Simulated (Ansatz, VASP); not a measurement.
## YTiO3 in two plane-wave programs

Wanted: the spread between two codes on one cell, functional and k mesh. The cell is a member of a volume series, scaled by 1.04 from a relaxed one, so a pressure remains.

Calculated with Ansatz 0.2.0; plane waves, with VASP 6.6.1 beside it; single point at r2SCAN.

### Step 1. The structure

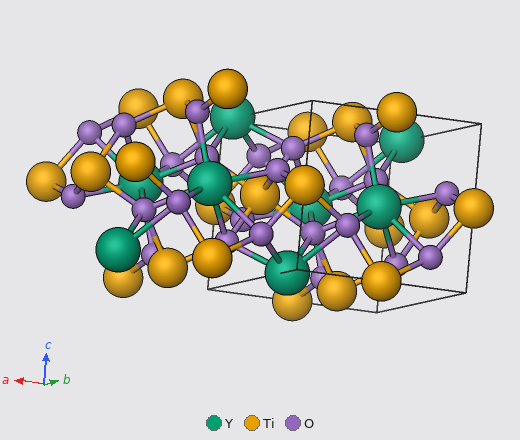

Start, viewed from a free direction; yttrium teal, titanium orange, oxygen purple. 2×1×1 cells are drawn. Some periodic images of atoms are drawn too.

Coordinates:

```xyz
20
Lattice="5.7305 0.0000 0.0000 0.0000 7.7280 0.0000 0.0000 0.0000 5.3741" Properties=species:S:1:pos:R:3 pbc="T T T"
Y     0.4220    1.9320    5.2689
Y     2.4432    5.7960    2.5818
Y     3.2873    1.9320    2.7923
Y     5.3085    5.7960    0.1052
Ti    2.8653    0.0000    0.0000
Ti    0.0000    0.0000    2.6870
Ti    0.0000    3.8640    2.6870
Ti    2.8653    3.8640    0.0000
O     2.6499    1.9320    0.5974
O     0.2153    5.7960    3.2844
O     5.5152    1.9320    2.0897
O     3.0806    5.7960    4.7767
O     1.7297    0.4406    3.7068
O     1.1356    7.2874    1.0197
O     4.5950    3.4234    4.3544
O     4.0008    4.3046    1.6673
O     4.0008    7.2874    1.6673
O     4.5950    0.4406    4.3544
O     1.1356    4.3046    1.0197
O     1.7297    3.4234    3.7068
```

### Step 2. VASP: single point, r2SCAN

A single point gives forces, pressure and levels at one fixed geometry, so differences don't come from the geometry; what else differs is listed under the comparison.

Lines of VASP's logs that name or quote its potential files are left out, and so is its time.

INCAR

```
SYSTEM = YTiO3
PREC = Accurate
ENCUT = 520
EDIFF = 1E-06
NELM = 100
ISMEAR = 0
SIGMA = 0.05
LREAL = .FALSE.
ALGO = Normal
METAGGA = R2SCAN
LASPH = .TRUE.
NBANDS = 102
LORBIT = 11
LWAVE = .FALSE.
LCHARG = .FALSE.
KPAR = 8
ISIF = 2
```

POSCAR

```
YTiO3
1.0
    5.7305124859      0.0000000000      0.0000000000
    0.0000000000      7.7280454164      0.0000000000
    0.0000000000      0.0000000000      5.3740989458
Y Ti O
4 4 12
Direct
    0.0736439628      0.2500000000      0.9804170604
    0.4263560372      0.7500000000      0.4804170604
    0.5736439628      0.2500000000      0.5195829396
    0.9263560372      0.7500000000      0.0195829396
    0.5000000000      0.0000000000      0.0000000000
    0.0000000000      0.0000000000      0.5000000000
    0.0000000000      0.5000000000      0.5000000000
    0.5000000000      0.5000000000      0.0000000000
    0.4624228370      0.2500000000      0.1111605575
    0.0375771630      0.7500000000      0.6111605575
    0.9624228370      0.2500000000      0.3888394425
    0.5375771630      0.7500000000      0.8888394425
    0.3018399079      0.0570166508      0.6897444605
    0.1981600921      0.9429833492      0.1897444605
    0.8018399079      0.4429833492      0.8102555395
    0.6981600921      0.5570166508      0.3102555395
    0.6981600921      0.9429833492      0.3102555395
    0.8018399079      0.0570166508      0.8102555395
    0.1981600921      0.5570166508      0.1897444605
    0.3018399079      0.4429833492      0.6897444605
```

KPOINTS

```
Automatic mesh
0
Gamma
5 4 5
0 0 0
```

Potentials, in the order of the species: Y_sv, Ti_sv and O (PBE family, release 64).

The run is started by

```sh
$ mpirun -np 8 vasp_std
```

Numbers of over 12 decimals in the logs are rounded to 6 here.

What it wrote:

```text
[banner, memory and clock lines left out]
running    8 mpi-ranks, on    1 nodes
 distrk:  each k-point on    1 cores,    8 groups
 distr:  one band on    1 cores,    1 groups

 POSCAR found type information on POSCAR Y TiO
 POSCAR found :  3 types and      20 ions
|                                                                             |
|           W    W    AA    RRRRR   N    N  II  N    N   GGGG   !!!           |
|           W    W   A  A   R    R  NN   N  II  NN   N  G    G  !!!           |
|           W    W  A    A  R    R  N N  N  II  N N  N  G       !!!           |
|           W WW W  AAAAAA  RRRRR   N  N N  II  N  N N  G  GGG   !            |
|           WW  WW  A    A  R   R   N   NN  II  N   NN  G    G                |
|           W    W  A    A  R    R  N    N  II  N    N   GGGG   !!!           |
|                                                                             |
|     For optimal performance we recommend to set                             |
|       NCORE = 2 up to number-of-cores-per-socket                            |
|     NCORE specifies how many cores store one orbital (NPAR=cpu/NCORE).      |
|     This setting can greatly improve the performance of VASP for DFT.       |
|     The default, NCORE=1 might be grossly inefficient on modern             |
|     multi-core architectures or massively parallel machines. Do your        |
|     Unfortunately you need to use the default for GW and RPA                |
|     calculations (for HF NCORE is supported but not extensively tested      |
|     yet).                                                                   |
|                                                                             |

|                                                                             |
|               ----> ADVICE to this user running VASP <----                  |
|                                                                             |
|     You have a (more or less) 'large supercell' and for larger cells it     |
|     might be more efficient to use real-space projection operators.         |
|     Therefore, try LREAL= Auto in the INCAR file.                           |
|     Mind: For very accurate calculation, you might also keep the            |
|     reciprocal projection scheme (i.e. LREAL=.FALSE.).                      |
|                                                                             |

|                                                                             |
|               ----> ADVICE to this user running VASP <----                  |
|                                                                             |
|     You enforced a specific xc type in the INCAR file but a different       |
|     [... a line on the potential file left out ...]
|     I HOPE YOU KNOW WHAT YOU ARE DOING!                                     |
|                                                                             |

 LDA part: xc-table for (None), standard interpolation
 POSCAR, INCAR and KPOINTS ok, starting setup
 FFT: planning ... GRIDC
 FFT: planning ... GRID_SOFT
 FFT: planning ... GRID
 WAVECAR not read
 entering main loop
       N       E                     dE             d eps       ncg     rms          rms(c)
DAV:   1     0.205200577931E+04    0.20520E+04   -0.82991E+04  5580   0.183E+03
DAV:   2     0.506462267708E+02   -0.20014E+04   -0.18932E+04  5608   0.554E+02
DAV:   3    -0.327258340690E+03   -0.37790E+03   -0.36916E+03  6632   0.217E+02
DAV:   4    -0.359490064711E+03   -0.32232E+02   -0.31879E+02  8528   0.631E+01
DAV:   5    -0.361865931014E+03   -0.23759E+01   -0.22946E+01  9080   0.132E+01    0.659E+01
DAV:   6    -0.272500362582E+03    0.89366E+02   -0.19209E+02  7864   0.691E+01    0.444E+01
DAV:   7    -0.274332410896E+03   -0.18320E+01   -0.35740E+01  7386   0.221E+01    0.359E+01
DAV:   8    -0.274614509608E+03   -0.28210E+00   -0.36537E+00  7864   0.778E+00    0.472E+00
DAV:   9    -0.274657971380E+03   -0.43462E-01   -0.38240E-01  8064   0.184E+00    0.169E+00
DAV:  10    -0.274658048382E+03   -0.77002E-04   -0.49986E-02  8048   0.969E-01    0.498E-01
DAV:  11    -0.274658596301E+03   -0.54792E-03   -0.14337E-02  6752   0.393E-01    0.196E-01
DAV:  12    -0.274658675452E+03   -0.79151E-04   -0.18811E-03  7640   0.189E-01    0.799E-02
DAV:  13    -0.274658719455E+03   -0.44002E-04   -0.19710E-04  8464   0.618E-02    0.263E-02
DAV:  14    -0.274658731193E+03   -0.11738E-04   -0.49291E-05  7056   0.259E-02    0.110E-02
DAV:  15    -0.274658734355E+03   -0.31622E-05   -0.97148E-06  6800   0.130E-02    0.727E-03
DAV:  16    -0.274658734030E+03    0.32547E-06   -0.15084E-06  4048   0.502E-03
   1 F= -.27465873E+03 E0= -.27464883E+03  d E =-.197989E-01
```

Parts of OUTCAR (step 2):

```text
ion  position               nearest neighbor table
   1  0.074  0.250  0.980-  11 2.29   9 2.34  15 2.34  18 2.34  13 2.52  20 2.52  19 2.72  14 2.72
                             5 3.12   8 3.12   7 3.25   6 3.25   6 3.42   7 3.42   3 3.79   3 3.79
   2  0.426  0.750  0.480-  12 2.29  10 2.34  16 2.34  17 2.34  14 2.52  19 2.52  13 2.72  20 2.72
                             6 3.12   7 3.12   5 3.25   8 3.25   5 3.42   8 3.42   4 3.79   4 3.79
   3  0.574  0.250  0.520-   9 2.29  11 2.34  13 2.34  20 2.34  18 2.52  15 2.52  16 2.72  17 2.72
                             6 3.12   7 3.12   5 3.25   8 3.25   5 3.42   8 3.42   1 3.79   1 3.79
   4  0.926  0.750  0.020-  10 2.29  12 2.34  14 2.34  19 2.34  17 2.52  16 2.52  18 2.72  15 2.72
                             5 3.12   8 3.12   7 3.25   6 3.25   6 3.42   7 3.42   2 3.79   2 3.79
   5  0.500  0.000  0.000-   9 2.03  12 2.03  14 2.06  18 2.06  17 2.06  13 2.06   1 3.12   4 3.12
                             3 3.25   2 3.25   3 3.42   2 3.42
   6  0.000  0.000  0.500-  10 2.03  11 2.03  13 2.06  17 2.06  14 2.06  18 2.06   2 3.12   3 3.12
                             1 3.25   4 3.25   4 3.42   1 3.42
   7  0.000  0.500  0.500-  10 2.03  11 2.03  16 2.06  20 2.06  19 2.06  15 2.06   2 3.12   3 3.12
                             1 3.25   4 3.25   4 3.42   1 3.42
   8  0.500  0.500  0.000-   9 2.03  12 2.03  15 2.06  19 2.06  16 2.06  20 2.06   1 3.12   4 3.12
                             3 3.25   2 3.25   3 3.42   2 3.42
   9  0.462  0.250  0.111-   5 2.03   8 2.03   3 2.29   1 2.34
  10  0.038  0.750  0.611-   6 2.03   7 2.03   4 2.29   2 2.34
  11  0.962  0.250  0.389-   6 2.03   7 2.03   1 2.29   3 2.34
  12  0.538  0.750  0.889-   5 2.03   8 2.03   2 2.29   4 2.34
  13  0.302  0.057  0.690-   6 2.06   5 2.06   3 2.34   1 2.52   2 2.72
  14  0.198  0.943  0.190-   5 2.06   6 2.06   4 2.34   2 2.52   1 2.72
  15  0.802  0.443  0.810-   8 2.06   7 2.06   1 2.34   3 2.52   4 2.72
  16  0.698  0.557  0.310-   7 2.06   8 2.06   2 2.34   4 2.52   3 2.72
  17  0.698  0.943  0.310-   6 2.06   5 2.06   2 2.34   4 2.52   3 2.72
  18  0.802  0.057  0.810-   5 2.06   6 2.06   1 2.34   3 2.52   4 2.72
  19  0.198  0.557  0.190-   8 2.06   7 2.06   4 2.34   2 2.52   1 2.72
  20  0.302  0.443  0.690-   7 2.06   8 2.06   3 2.34   1 2.52   2 2.72

  LATTYP: Found a simple orthorhombic cell.
 ALAT       =     5.3740989458
 B/A-ratio  =     1.0663206137
 C/A-ratio  =     1.4380169577

 Subroutine GETGRP returns: Found  8 space group operations
 (whereof  2 operations were pure point group operations)

The static configuration has the point symmetry S_2 .
 The point group associated with its full space group is D_2h.

 Found     27 irreducible k-points:

   k-points           NKPTS =     27   k-points in BZ     NKDIM =     27   number of bands    NBANDS=    102

   dimension x,y,z NGX =    48 NGY =   60 NGZ =   40
   dimension x,y,z NGXF=    96 NGYF=  120 NGZF=   80

   ENCUT  =  520.0 eV  38.22 Ry    6.18 a.u.  10.65 14.37  9.99*2*pi/ulx,y,z

   NELECT =     164.0000    total number of electrons

 k-points in reciprocal lattice and weights: Automatic mesh
   0.00000000  0.00000000  0.00000000       0.010
   0.20000000  0.00000000  0.00000000       0.020
   0.40000000  0.00000000  0.00000000       0.020
   0.00000000  0.25000000  0.00000000       0.020
   0.20000000  0.25000000  0.00000000       0.040
   0.40000000  0.25000000  0.00000000       0.040
   0.00000000  0.50000000  0.00000000       0.010
   0.20000000  0.50000000  0.00000000       0.020
   0.40000000  0.50000000  0.00000000       0.020
[...]
0.20000000  0.50000000  0.40000000       0.040
   0.40000000  0.50000000  0.40000000       0.040

 average (electrostatic) potential at core
       1 -38.6268       2 -38.6268       3 -38.6268       4 -38.6268       5 -79.5073
       6 -79.5073       7 -79.5073       8 -79.5073       9 -73.2073      10 -73.2073
      11 -73.2073      12 -73.2073      13 -73.0892      14 -73.0892      15 -73.0892
      16 -73.0892      17 -73.0892      18 -73.0892      19 -73.0892      20 -73.0892

 E-fermi :   7.7340

 k-point     1 :       0.0000    0.0000    0.0000
  band No.  band energies     occupation
    ...
     80       3.3387      2.00000
     81       7.1553      2.00000
     82       7.3188      2.00000
     83       7.3318      2.00000
     84       7.6847      1.83757
     85       7.8944      0.00001
     86       8.2431      0.00000
     87       8.4146      0.00000
     88       8.5271      0.00000
     89       8.5537      0.00000
    ...

 k-point     2 :       0.2000    0.0000    0.0000
  band No.  band energies     occupation
    ...
     79       3.1005      2.00000
     80       3.2650      2.00000
     81       7.3061      2.00000
     82       7.4610      2.00000
     83       7.5365      2.00000
     84       7.8120      0.02751
     85       7.9595      0.00000
     86       8.1794      0.00000
     87       8.4294      0.00000
     88       8.4647      0.00000
    ...

 k-point     3 :       0.4000    0.0000    0.0000
  band No.  band energies     occupation
    ...
     77       2.7392      2.00000
     78       2.9917      2.00000
     79       3.0199      2.00000
     80       3.0457      2.00000
     81       7.5612      2.00000
     82       7.7875      0.13045
     83       7.9075      0.00000
     84       7.9137      0.00000
     85       8.0635      0.00000
     86       8.1166      0.00000
    ...

  Total      -11.7178964    -10.7919041    -10.9461041      0.0000000      0.0000000      0.0000000
  in kB      -78.8844586    -72.6507116    -73.6887803      0.0000000      0.0000000      0.0000000
  external PRESSURE =     -75.0746502 kB  Pullay stress =       0.0000000 kB

  energy-cutoff  :      520.00
  volume of cell :      238.00
      direct lattice vectors                 reciprocal lattice vectors
     5.730512486  0.000000000  0.000000000     0.174504462  0.000000000  0.000000000
     0.000000000  7.728045416  0.000000000     0.000000000  0.129398825  0.000000000
     0.000000000  0.000000000  5.374098946     0.000000000  0.000000000  0.186077705

 POSITION                                       TOTAL-FORCE (eV/Angst)
 -----------------------------------------------------------------------------------
      0.42202      1.93201      5.26886         0.013033      0.000000      0.029616
      2.44324      5.79603      2.58181        -0.013033      0.000000      0.029616
      3.28727      1.93201      2.79229         0.013033      0.000000     -0.029616
      5.30849      5.79603      0.10524        -0.013033      0.000000     -0.029616
      2.86526      0.00000      0.00000         0.000000      0.000000      0.000000
      0.00000      0.00000      2.68705         0.000000      0.000000      0.000000
      0.00000      3.86402      2.68705         0.000000      0.000000      0.000000
      2.86526      3.86402      0.00000         0.000000      0.000000      0.000000
      2.64992      1.93201      0.59739        -0.075882      0.000000     -0.019692
      0.21534      5.79603      3.28444         0.075882      0.000000     -0.019692
      5.51518      1.93201      2.08966        -0.075882      0.000000      0.019692
      3.08059      5.79603      4.77671         0.075882      0.000000      0.019692
      1.72970      0.44063      3.70675         0.012425      0.033406      0.055159
      1.13556      7.28742      1.01971        -0.012425     -0.033406      0.055159
      4.59495      3.42340      4.35439         0.012425     -0.033406     -0.055159
      4.00082      4.30465      1.66734        -0.012425      0.033406     -0.055159
      4.00082      7.28742      1.66734        -0.012425     -0.033406     -0.055159
      4.59495      0.44063      4.35439         0.012425      0.033406     -0.055159
      1.13556      4.30465      1.01971        -0.012425      0.033406      0.055159
      1.72970      3.42340      3.70675         0.012425     -0.033406      0.055159
 -----------------------------------------------------------------------------------
    total drift:                                0.000000      0.000000      0.000000

  FREE ENERGIE OF THE ION-ELECTRON SYSTEM (eV)
  ---------------------------------------------------
  free  energy   TOTEN  =      -274.6587340298 eV

  energy  without entropy=     -274.6389351155  energy(sigma->0) =     -274.64883457

 total charge
# of ion       s       p       d       f       tot
--------------------------------------------------
    1        2.146   6.379   0.870   0.117   9.511
    2        2.146   6.379   0.870   0.117   9.511
    3        2.146   6.379   0.870   0.117   9.511
    4        2.146   6.379   0.870   0.117   9.511
    5        2.174   6.208   1.816   0.000  10.198
    6        2.174   6.208   1.816   0.000  10.198
    7        2.174   6.208   1.816   0.000  10.198
    8        2.174   6.208   1.816   0.000  10.198
    9        1.564   3.531   0.000   0.000   5.095
   10        1.564   3.531   0.000   0.000   5.095
   11        1.564   3.531   0.000   0.000   5.095
   12        1.564   3.531   0.000   0.000   5.095
   13        1.560   3.505   0.000   0.000   5.065
   14        1.560   3.505   0.000   0.000   5.065
   15        1.560   3.505   0.000   0.000   5.065
   16        1.560   3.505   0.000   0.000   5.065
   17        1.560   3.505   0.000   0.000   5.065
   18        1.560   3.505   0.000   0.000   5.065
   19        1.560   3.505   0.000   0.000   5.065
   20        1.560   3.505   0.000   0.000   5.065
--------------------------------------------------
tot         36.011  92.509  10.743   0.469 139.731

[... 3 further parts left out ...]
```

The run ends at a pressure of -7.51 GPa, with forces up to 0.078 eV/Å.

(Continued in part 2 of 2.)

[Lines on the potential files, build, host, timing and source positions are cut from VASP's logs without a mark.]

[Logs are printed without paths, hosts, clocks, repeated set-up lines and the standing remarks that a program may print on its own settings, such as how far it seeks lower states.]

[Hosts, paths, dates, database ids (printed as entryN), source tags and the programs' standing remarks are cut or masked in the printed files.]
